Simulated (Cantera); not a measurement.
Feed: 1 mol SiO₂, 2.4 mol CH₄, 5.8 mol N₂, at 1973.15 K.

These are equilibrium values from Cantera (NASA tables, ideal gas, pure condensed phases), not measurements of a reactor. Candidate condensed phases: C, C₆H₆, C₇H₈, C₈H₁₈, H₂O, Si, SiC, SiO₂, Si₂N₂O, Si₃N₄; 151 gas species. Mutual solubility and eutectic melting of coexisting phases are not modelled. The tables' values for SiN are old estimates; treat these amounts as uncertain. Rates play no part.

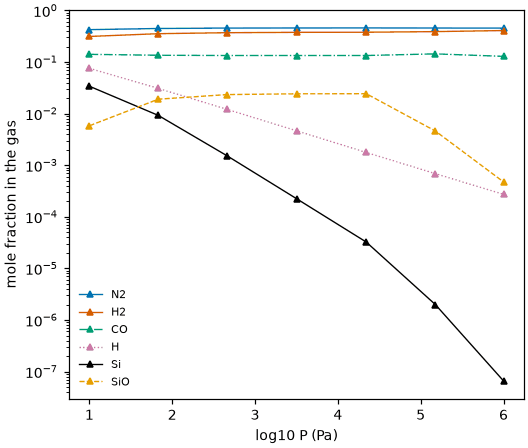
Equilibrium gas composition (values under 1e-9 drawn at 1e-9)

From 0.000100 bar to 0.220 bar the condensed part is SiC(s). At 1.50 bar the condensed part is SiC(s) + Si₂N₂O(s). At 10.0 bar the condensed part is C(graphite) + Si₂N₂O(s). The main Si-bearing gas is Si at 0.000100 bar and SiO at 10.0 bar. The share of Si in condensed phases is highest at 10.0 bar (99.4 %) and lowest at 0.000100 bar (42.8 %).
